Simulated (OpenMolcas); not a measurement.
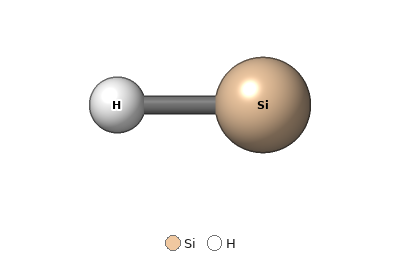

*The molecule at the reference distance of 1.533 Å.*

Run report: SiH⁺, relativistic diatomic calculation (part 1 of 2)

System: SiH⁺.
Method: SA-CASSCF(4,5)/XMS-CASPT2 + RASSI spin-orbit (X2C scalar, AMFI), ANO-RCC-VTZP (OpenMolcas).

### The input
```
&GATEWAY
Coord
2
angstrom
Si 0.0 0.0 0.0
H 0.0 0.0 1.5330
Basis=ANO-RCC-VTZP
Group=XY
RX2C
AMFI
ANGMom
0.0 0.0 0.0
RICD
&SEWARD
&GUESSORB
&RASSCF
FileOrb=$CurrDir/o11.orb
Symmetry=1
Spin=1
nActEl=4 0 0
Inactive=3 2
RAS2=3 2
CIRoot=4 4 1
Linear
Iterations=120 100
OrbListing=Nothing
PRWF=0.15
>>COPY $Project.RasOrb $CurrDir/o11.orb
>>COPY $Project.rasscf.h5 $CurrDir/r11.h5
&CASPT2
XMultistate=all
Imaginary=0.2
IPEA=0.25
MaxIter=40
>>COPY $Project.JobMix JOB001
&RASSCF
FileOrb=$CurrDir/o32.orb
Symmetry=2
Spin=3
nActEl=4 0 0
Inactive=3 2
RAS2=3 2
CIRoot=4 4 1
Linear
Iterations=120 100
OrbListing=Nothing
PRWF=0.15
>>COPY $Project.RasOrb $CurrDir/o32.orb
>>COPY $Project.rasscf.h5 $CurrDir/r32.h5
&CASPT2
XMultistate=all
Imaginary=0.2
IPEA=0.25
MaxIter=40
>>COPY $Project.JobMix JOB002
&RASSCF
FileOrb=$CurrDir/o12.orb
Symmetry=2
Spin=1
nActEl=4 0 0
Inactive=3 2
RAS2=3 2
CIRoot=2 2 1
Linear
Iterations=120 100
OrbListing=Nothing
PRWF=0.15
>>COPY $Project.RasOrb $CurrDir/o12.orb
>>COPY $Project.rasscf.h5 $CurrDir/r12.h5
&CASPT2
XMultistate=all
Imaginary=0.2
IPEA=0.25
MaxIter=40
>>COPY $Project.JobMix JOB003
&RASSCF
FileOrb=$CurrDir/o31.orb
Symmetry=1
Spin=3
nActEl=4 0 0
Inactive=3 2
RAS2=3 2
CIRoot=2 2 1
Linear
Iterations=120 100
OrbListing=Nothing
PRWF=0.15
>>COPY $Project.RasOrb $CurrDir/o31.orb
>>COPY $Project.rasscf.h5 $CurrDir/r31.h5
&CASPT2
XMultistate=all
Imaginary=0.2
IPEA=0.25
MaxIter=40
>>COPY $Project.JobMix JOB004
&RASSCF
FileOrb=$CurrDir/o51.orb
Symmetry=1
Spin=5
nActEl=4 0 0
Inactive=3 2
RAS2=3 2
CIRoot=1 1 1
Linear
Iterations=120 100
OrbListing=Nothing
PRWF=0.15
>>COPY $Project.RasOrb $CurrDir/o51.orb
>>COPY $Project.rasscf.h5 $CurrDir/r51.h5
&CASPT2
XMultistate=all
Imaginary=0.2
IPEA=0.25
MaxIter=40
>>COPY $Project.JobMix JOB005
&RASSI
Nr of JobIphs=5 4 4 2 2 1
1 2 3 4
1 2 3 4
1 2
1 2
1
SpinOrbit
EJob
Omega
MEES
MESO
Properties=4
'AngMom' 3 'Mltpl  1' 1 'Mltpl  1' 2 'Mltpl  1' 3
Thrs=1.0d-4
>>COPY $Project.rassi.h5 $CurrDir/so.h5
```

The first orbital files come from an earlier step.

Run as:
```bash
pymolcas m.inp (one call a module block, same work directory)
```

### Log (extracts)
```
++    Wave function specifications:
      Number of closed shell electrons          10
      Number of electrons in active shells       4
      Number of inactive orbitals                5
      Number of active orbitals                  5
      Number of secondary orbitals              38
      Spin quantum number                      0.0
      State symmetry                             1
++    Orbital specifications:
      Symmetry species                           1   2
                                                 a   b
      Frozen orbitals                            0   0
      Inactive orbitals                          3   2
      Active orbitals                            3   2
      RAS2 orbitals                              3   2
      Secondary orbitals                        20  18
      Number of basis functions                 26  22
      printout of CI-coefficients larger than  0.15 for root  1
      energy=    -289.803707
      conf/sym  111 22     Coeff  Weight
            12  022 00  -0.97229 0.94534
      printout of CI-coefficients larger than  0.15 for root  2
      energy=    -289.518988
      conf/sym  111 22     Coeff  Weight
            14  020 ud  -0.19398 0.03763
            26  002 ud   0.97686 0.95426
      printout of CI-coefficients larger than  0.15 for root  3
      energy=    -289.518988
      conf/sym  111 22     Coeff  Weight
            25  002 20   0.69075 0.47713
            27  002 02  -0.69075 0.47713
      printout of CI-coefficients larger than  0.15 for root  4
      energy=    -289.480342
      conf/sym  111 22     Coeff  Weight
            25  002 20   0.68150 0.46444
            27  002 02   0.68150 0.46444
      Natural orbitals and occupation numbers for root  1
      sym 1:   0.023610   1.923511   1.977633
      sym 2:   0.037623   0.037623
      Natural orbitals and occupation numbers for root  2
      sym 1:   0.001245   0.089329   1.909426
      sym 2:   1.000000   1.000000
      Natural orbitals and occupation numbers for root  3
      sym 1:   0.001245   0.089329   1.909426
      sym 2:   1.000000   1.000000
      Natural orbitals and occupation numbers for root  4
      sym 1:   0.009689   0.120496   1.886821
      sym 2:   0.991497   0.991497
      RASSCF energy for state  4                   -289.48034175
::    RASSCF root number  1 Total energy:   -289.80370713
::    RASSCF root number  2 Total energy:   -289.51898801
::    RASSCF root number  3 Total energy:   -289.51898801
::    RASSCF root number  4 Total energy:   -289.48034175
      Von Neumann Entropy (Root   1) =  0.36142
++    Wave function specifications:
      Number of closed shell electrons           6
      Number of electrons in active shells       4
      Number of inactive orbitals                3
      Number of active orbitals                  5
      Number of secondary orbitals              38
      Spin quantum number                      0.0
      State symmetry                             1
      Number of CSFs                            28
      Number of CASSCF root(s) available         4
      CASPT2 state passed to geometry opt.       4
      A file JOBMIX will be created
      This is a MULTI-STATE CASSCF reference
      Number of CI roots used                    4
      These are:                                 1   2   3   4
      Off-diagonal elements of Heff are computed
  FINAL CASPT2 RESULT:
      Reference energy:        -289.8037071341
      E2 (Non-variational):      -0.0690153687
      Shift correction:          -0.0011364902
      E2 (Variational):          -0.0701518589
      Total energy:            -289.8738589929
      Reference weight:           0.96610
  FINAL CASPT2 RESULT:
      Reference energy:        -289.5189880144
      E2 (Non-variational):      -0.0811203144
      Shift correction:          -0.0035039737
      E2 (Variational):          -0.0846242880
      Total energy:            -289.6036123025
      Reference weight:           0.94351
  FINAL CASPT2 RESULT:
      Reference energy:        -289.5189880144
      E2 (Non-variational):      -0.0811203082
      Shift correction:          -0.0035039730
      E2 (Variational):          -0.0846242812
      Total energy:            -289.6036122956
      Reference weight:           0.94351
  FINAL CASPT2 RESULT:
      Reference energy:        -289.4803417534
      E2 (Non-variational):      -0.0775328674
      Shift correction:          -0.0019003054
      E2 (Variational):          -0.0794331728
      Total energy:            -289.5597749262
      Reference weight:           0.95383
       Total XMS-CASPT2 energies:
::    XMS-CASPT2 Root  1     Total energy:   -289.87384867
::    XMS-CASPT2 Root  2     Total energy:   -289.60361230
::    XMS-CASPT2 Root  3     Total energy:   -289.60361230
::    XMS-CASPT2 Root  4     Total energy:   -289.55978525
++    Wave function specifications:
      Number of closed shell electrons          10
      Number of electrons in active shells       4
      Number of inactive orbitals                5
      Number of active orbitals                  5
      Number of secondary orbitals              38
      Spin quantum number                      1.0
      State symmetry                             2
      printout of CI-coefficients larger than  0.15 for root  1
      energy=    -289.727312
      conf/sym  111 22     Coeff  Weight
            15  0u2 u0   0.97515 0.95091
      printout of CI-coefficients larger than  0.15 for root  2
      energy=    -289.727312
      conf/sym  111 22     Coeff  Weight
            16  0u2 0u   0.97515 0.95091
      printout of CI-coefficients larger than  0.15 for root  3
      energy=    -289.533481
      conf/sym  111 22     Coeff  Weight
            10  02u 0u   0.88594 0.78489
            14  u02 0u  -0.40444 0.16357
      printout of CI-coefficients larger than  0.15 for root  4
      energy=    -289.533481
      conf/sym  111 22     Coeff  Weight
             9  02u u0   0.88594 0.78489
            13  u02 u0  -0.40444 0.16357
      Natural orbitals and occupation numbers for root  1
      sym 1:   0.031708   0.996124   1.953019
      sym 2:   1.000000   0.019149
      Natural orbitals and occupation numbers for root  2
      sym 1:   0.031708   0.996124   1.953019
      sym 2:   0.019149   1.000000
      Natural orbitals and occupation numbers for root  3
      sym 1:   0.199046   1.622416   1.139180
      sym 2:   0.039358   1.000000
      Natural orbitals and occupation numbers for root  4
      sym 1:   0.199046   1.622416   1.139180
      sym 2:   1.000000   0.039358
      RASSCF energy for state  4                   -289.53348104
::    RASSCF root number  1 Total energy:   -289.72731214
::    RASSCF root number  2 Total energy:   -289.72731214
::    RASSCF root number  3 Total energy:   -289.53348104
::    RASSCF root number  4 Total energy:   -289.53348104
      Von Neumann Entropy (Root   1) =  1.19335
++    Wave function specifications:
      Number of closed shell electrons           6
      Number of electrons in active shells       4
      Number of inactive orbitals                3
      Number of active orbitals                  5
      Number of secondary orbitals              38
      Spin quantum number                      1.0
      State symmetry                             2
      Number of CSFs                            24
      Number of CASSCF root(s) available         4
      CASPT2 state passed to geometry opt.       4
      A file JOBMIX will be created
      This is a MULTI-STATE CASSCF reference
      Number of CI roots used                    4
      These are:                                 1   2   3   4
      Off-diagonal elements of Heff are computed
  FINAL CASPT2 RESULT:
      Reference energy:        -289.7273121369
      E2 (Non-variational):      -0.0586692121
      Shift correction:          -0.0009843488
      E2 (Variational):          -0.0596535608
      Total energy:            -289.7869656978
      Reference weight:           0.97180
  FINAL CASPT2 RESULT:
      Reference energy:        -289.7273121367
      E2 (Non-variational):      -0.0586692094
      Shift correction:          -0.0009843484
      E2 (Variational):          -0.0596535578
      Total energy:            -289.7869656945
      Reference weight:           0.97180
  FINAL CASPT2 RESULT:
      Reference energy:        -289.5334810374
      E2 (Non-variational):      -0.0554214086
      Shift correction:          -0.0024050188
      E2 (Variational):          -0.0578264274
      Total energy:            -289.5913074648
      Reference weight:           0.96795
  FINAL CASPT2 RESULT:
      Reference energy:        -289.5334810371
      E2 (Non-variational):      -0.0554214096
      Shift correction:          -0.0024050222
      E2 (Variational):          -0.0578264318
      Total energy:            -289.5913074689
      Reference weight:           0.96795
       Total XMS-CASPT2 energies:
::    XMS-CASPT2 Root  1     Total energy:   -289.78704784
::    XMS-CASPT2 Root  2     Total energy:   -289.78704784
::    XMS-CASPT2 Root  3     Total energy:   -289.59122532
::    XMS-CASPT2 Root  4     Total energy:   -289.59122532
++    Wave function specifications:
      Number of closed shell electrons          10
      Number of electrons in active shells       4
      Number of inactive orbitals                5
      Number of active orbitals                  5
      Number of secondary orbitals              38
      Spin quantum number                      0.0
      State symmetry                             2
      printout of CI-coefficients larger than  0.15 for root  1
      energy=    -289.690407
      conf/sym  111 22     Coeff  Weight
             8  udu 0d  -0.17976 0.03231
            18  0u2 0d   0.97081 0.94247
      printout of CI-coefficients larger than  0.15 for root  2
      energy=    -289.690407
      conf/sym  111 22     Coeff  Weight
             7  udu d0   0.17976 0.03231
            17  0u2 d0  -0.97081 0.94247
      Natural orbitals and occupation numbers for root  1
      sym 1:   0.052582   0.997864   1.930054
      sym 2:   0.019500   1.000000
      Natural orbitals and occupation numbers for root  2
      sym 1:   0.052582   0.997864   1.930054
      sym 2:   1.000000   0.019500
      RASSCF energy for state  2                   -289.69040666
::    RASSCF root number  1 Total energy:   -289.69040666
::    RASSCF root number  2 Total energy:   -289.69040666
      Von Neumann Entropy (Root   1) =  1.25318
++    Wave function specifications:
      Number of closed shell electrons           6
      Number of electrons in active shells       4
      Number of inactive orbitals                3
      Number of active orbitals                  5
      Number of secondary orbitals              38
      Spin quantum number                      0.0
      State symmetry                             2
      Number of CSFs                            22
      Number of CASSCF root(s) available         2
      CASPT2 state passed to geometry opt.       2
      A file JOBMIX will be created
      This is a MULTI-STATE CASSCF reference
      Number of CI roots used                    2
      These are:                                 1   2
      Off-diagonal elements of Heff are computed
  FINAL CASPT2 RESULT:
      Reference energy:        -289.6904066574
      E2 (Non-variational):      -0.0545569966
      Shift correction:          -0.0008835827
      E2 (Variational):          -0.0554405793
      Total energy:            -289.7458472367
      Reference weight:           0.97382
  FINAL CASPT2 RESULT:
      Reference energy:        -289.6904066574
      E2 (Non-variational):      -0.0545569813
      Shift correction:          -0.0008835887
      E2 (Variational):          -0.0554405700
      Total energy:            -289.7458472273
      Reference weight:           0.97382
       Total XMS-CASPT2 energies:
::    XMS-CASPT2 Root  1     Total energy:   -289.74584724
::    XMS-CASPT2 Root  2     Total energy:   -289.74584723
++    Wave function specifications:
      Number of closed shell electrons          10
      Number of electrons in active shells       4
      Number of inactive orbitals                5
      Number of active orbitals                  5
      Number of secondary orbitals              38
      Spin quantum number                      1.0
      State symmetry                             1
      printout of CI-coefficients larger than  0.15 for root  1
      energy=    -289.592929
      conf/sym  111 22     Coeff  Weight
             6  020 uu   0.22575 0.05096
             9  002 uu  -0.90618 0.82116
            19  0uu du  -0.27124 0.07357
            20  0uu ud   0.19179 0.03678
      printout of CI-coefficients larger than  0.15 for root  2
      energy=    -289.550071
      conf/sym  111 22     Coeff  Weight
             3  uu2 00  -0.94811 0.89891
      Natural orbitals and occupation numbers for root  1
      sym 1:   0.000650   0.218944   1.780407
      sym 2:   1.000000   1.000000
      Natural orbitals and occupation numbers for root  2
      sym 1:   0.956655   1.000000   1.897709
      sym 2:   0.072818   0.072818
      RASSCF energy for state  2                   -289.55007112
::    RASSCF root number  1 Total energy:   -289.59292867
::    RASSCF root number  2 Total energy:   -289.55007112
      Von Neumann Entropy (Root   1) =  1.50250
++    Wave function specifications:
      Number of closed shell electrons           6
      Number of electrons in active shells       4
      Number of inactive orbitals                3
      Number of active orbitals                  5
      Number of secondary orbitals              38
      Spin quantum number                      1.0
      State symmetry                             1
      Number of CSFs                            21
      Number of CASSCF root(s) available         2
      CASPT2 state passed to geometry opt.       2
      A file JOBMIX will be created
      This is a MULTI-STATE CASSCF reference
      Number of CI roots used                    2
      These are:                                 1   2
      Off-diagonal elements of Heff are computed
  FINAL CASPT2 RESULT:
      Reference energy:        -289.5929286746
      E2 (Non-variational):      -0.0495896816
      Shift correction:          -0.0008964409
      E2 (Variational):          -0.0504861224
      Total energy:            -289.6434147970
      Reference weight:           0.97528
  FINAL CASPT2 RESULT:
      Reference energy:        -289.5500711192
      E2 (Non-variational):      -0.0575143973
      Shift correction:          -0.0011092196
      E2 (Variational):          -0.0586236169
      Total energy:            -289.6086947361
      Reference weight:           0.97104
       Total XMS-CASPT2 energies:
::    XMS-CASPT2 Root  1     Total energy:   -289.64341480
::    XMS-CASPT2 Root  2     Total energy:   -289.60869474
++    Wave function specifications:
      Number of closed shell electrons          10
      Number of electrons in active shells       4
      Number of inactive orbitals                5
      Number of active orbitals                  5
      Number of secondary orbitals              38
      Spin quantum number                      2.0
      State symmetry                             1
      printout of CI-coefficients larger than  0.15 for root  1
      energy=    -289.523529
      conf/sym  111 22     Coeff  Weight
             3  0uu uu   1.00000 1.00000
      Natural orbitals and occupation numbers for root  1
      sym 1:   0.000000   1.000000   1.000000
      sym 2:   1.000000   1.000000
      RASSCF energy for state  1                   -289.52352943
::    RASSCF root number  1 Total energy:   -289.52352943
      Von Neumann Entropy (Root   1) =  2.00000
++    Wave function specifications:
      Number of closed shell electrons           6
      Number of electrons in active shells       4
      Number of inactive orbSPIN-FREE ENERGIES:
  (Shifted by EMIN (a.u.) =       -289.8738486688)
 SF State       Relative EMIN(au)   Rel lowest level(eV)    D:o, cm**(-1)      Abs_M
     1             0.0000000000        0.0000000000              0.0000         0.0
     5             0.0868008254        2.3619707855          19050.5791         1.0
     6             0.0868008287        2.3619708770          19050.5799         1.0
     9             0.1280014321        3.4830964102          28093.0671         1.0
    10             0.1280014415        3.4830966639          28093.0692         1.0
    11             0.2304338718        6.2704250889          50574.3891         0.0
    12             0.2651539327        7.2152060776          58194.5616         0.0
     2             0.2702363663        7.3535061425          59310.0269         2.0
     3             0.2702363732        7.3535063287          59310.0284         2.0
     7             0.2826233453        7.6905730104          62028.6545         1.0
     8             0.2826233500        7.6905731385          62028.6556         1.0
     4             0.3140634185        8.5461009855          68928.9530         0.0
    13             0.3168864189        8.6229187407          69548.5300         0.0
```

(Continued in part 2.) Outcome of the run: converged.
